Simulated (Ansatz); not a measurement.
# RPA@PBE0/def2-TZVPP run of BNH3 (SMILES B[NH])

What is the electronic atomisation energy of BNH3 at RPA@PBE0/def2-TZVPP? 

Program for the calculation: Ansatz 0.2.0.

45 further runs of the same task are left out: 45 set aside as unsound or not needed.

## (1) The system as given

The species is BNH3 (5 atoms), meant as a doublet with charge 0. As SMILES, `B[NH]`. The shape is that of a PBE0-D4/def2-TZVP optimisation.

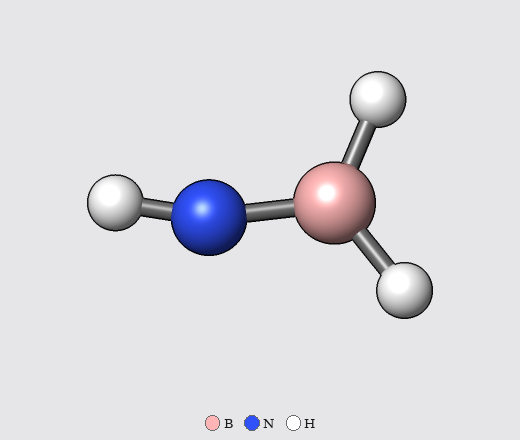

Viewed from a chosen angle; boron pink, nitrogen blue, hydrogen white.

## (2) A single-point energy at RPA@PBE0/def2-TZVPP

Contents of job.yaml:

```yaml
crystal:
  periodic: [false, false, false]
  atoms:
    - {symbol: B, position_ang: [-0.310800, -0.370100, -0.091600]}
    - {symbol: "N", position_ang: [0.531200, 0.655200, -0.019800]}
    - {symbol: H, position_ang: [-0.414800, -1.107400, 0.862500]}
    - {symbol: H, position_ang: [-0.964100, -0.573100, -1.081900]}
    - {symbol: H, position_ang: [1.208400, 1.321700, 0.289300]}
basis:
  gaussian:
    orbitals: def2-TZVPP
magnetization:
  spin_polarized: true
  initial_magnetization: 1
accuracy: high
correlation:
  method: rpa
  frozen_orbitals: {B: 1, H: 0, "N": 1}
hamiltonian:
  xc: pbe0
```

Started as:

```
ansatz run job.yaml --threads 1 --pin off --max-ram 3480MiB --events-out events.jsonl --progress --plain --runs-dir runs
```

Log:

```text
Warning: RAYON_NUM_THREADS=1 ignored (pool sized by the plan → 1); use --threads N
Functional definition: PBE0
  name "PBE0"
  parameter a = 0.25
  parameter kappa = 0.804
  parameter beta = 0.06672455060314922
  exchange = (1 - a)*pbe_x(kappa = kappa, mu = beta*pi^2/3) + a*exact_x
  correlation = pbe_c(beta = beta)
1698 factors; integrals over basis functions are off by at most 3.1e-9 eV
mean field evaluation 1: about -2206.8662 eV, gradient 3.3e1 eV
mean field evaluation 2: about -2206.8664 eV, gradient 3.3e1 eV
mean field evaluation 4: about -2211.2846 eV, gradient 7.8e0 eV
mean field evaluation 8: about -2211.6577 eV, gradient 1.4e-1 eV
mean field evaluation 16: about -2211.6581 eV, gradient 1.2e-4 eV
mean field -2211.65813850 eV, -81.2769374741 hartree, gradient 5.5e-8 eV, S^2 0.758899; 0 other end points of the search recorded, 0 dependent functions left out
2 core orbitals not correlated: weight in the atoms' cores, before any rotation towards them, 1.000 or more for the frozen orbitals, at most 0.000 for the correlated occupied ones
reference -2200.26767939 eV, -80.8583458227 hartree; 6, 5 occupied and 96, 97 virtual orbitals, 1698 factors
Total energy: -2213.04321960 eV, -81.3278382657 hartree
```

It took 9.9 s on 1 thread of Arm Neoverse V1, shared host; peak memory 0.33 GiB.

## (3) The B atom at the same level

Contents of in.yaml:

```yaml
crystal:
  periodic: [false, false, false]
  atoms:
    - symbol: B
      position_ang: [0.000000, 0.000000, 0.000000]
basis:
  gaussian: {orbitals: def2-TZVPP}
magnetization: {spin_polarized: true, initial_magnetization: 1}
hamiltonian: {xc: pbe0}
correlation: {method: rpa, frozen_orbitals: {B: 1}}
accuracy: high
```

Started as:

```
ansatz run in.yaml --threads 1 --pin off --max-ram 3480MiB --events-out events.jsonl --progress --plain --runs-dir runs
```

Log, cut to the lines that bear on the results:

```text
Warning: RAYON_NUM_THREADS=1 ignored (pool sized by the plan → 1); use --threads N
[... 7 set-up lines as earlier in the session ...]
312 factors; integrals over basis functions are off by at most 3.0e-9 eV
mean field evaluation 1: about -669.8231 eV, gradient 2.9e0 eV
mean field evaluation 2: about -669.8228 eV, gradient 2.9e0 eV
mean field evaluation 4: about -669.8972 eV, gradient 1.9e-1 eV
mean field evaluation 8: about -669.8975 eV, gradient 2.5e-4 eV
mean field -669.89746593 eV, -24.6182778002 hartree, gradient 6.2e-8 eV, S^2 0.754176; 0 other end points of the search recorded, 0 dependent functions left out
1 core orbitals not correlated: weight in the atoms' cores, before any rotation towards them, 1.000 or more for the frozen orbitals, at most 0.000 for the correlated occupied ones
reference -667.51053192 eV, -24.5305595932 hartree; 2, 1 occupied and 28, 29 virtual orbitals, 312 factors
Total energy: -670.34541058 eV, -24.6347394624 hartree
```

Wall time 0.54 s (1 thread of Arm Neoverse V1, shared host).

## (4) The H atom at the same level

Contents of input.yaml:

```yaml
crystal:
  periodic: [false, false, false]
  atoms:
    - {symbol: H, position_ang: [0.000000, 0.000000, 0.000000]}
basis:
  gaussian:
    orbitals: def2-TZVPP
magnetization:
  spin_polarized: true
  initial_magnetization: 1
hamiltonian:
  xc: pbe0
correlation:
  method: rpa
  frozen_orbitals: {H: 0}
accuracy: high
```

Run the same way, it converges to -0.51611 Eh (log not shown).

## (5) The N atom, same level

Contents of in.yaml:

```yaml
basis:
  gaussian:
    orbitals: def2-TZVPP
crystal:
  periodic: [false, false, false]
  atoms:
    - {symbol: "N", position_ang: [0.000000, 0.000000, 0.000000]}
magnetization:
  spin_polarized: true
  initial_magnetization: 3
hamiltonian:
  xc: pbe0
correlation:
  method: rpa
  frozen_orbitals: {"N": 1}
accuracy: high
```

Run the same way, it converges to -54.57630 Eh (log not shown).

## (6) Summary of results

Level: RPA@PBE0/def2-TZVPP, 2 core orbitals frozen.

| quantity | value |
| --- | --- |
| molecule: total energy | -81.32784 Eh |
| molecule: RPA correlation energy (valence) | -469.5 mEh |
| molecule: ⟨S²⟩ of the reference determinant | 0.759 |
| B atom: total energy | -24.63474 Eh |
| B atom: RPA correlation energy (valence) | -104.2 mEh |
| B atom: ⟨S²⟩ of the reference determinant | 0.754 |
| H atom: total energy | -0.51611 Eh |
| H atom: RPA correlation energy | -16.5 mEh |
| H atom: ⟨S²⟩ of the reference determinant | 0.750 |
| N atom: total energy | -54.57630 Eh |
| N atom: RPA correlation energy (valence) | -175.8 mEh |
| N atom: ⟨S²⟩ of the reference determinant | 3.753 |
| electronic atomisation energy | 15.469 eV |

In words: Taking the molecule apart into free atoms costs 15.47 eV (1493 kJ/mol), before zero-point energy and without spin-orbit coupling.
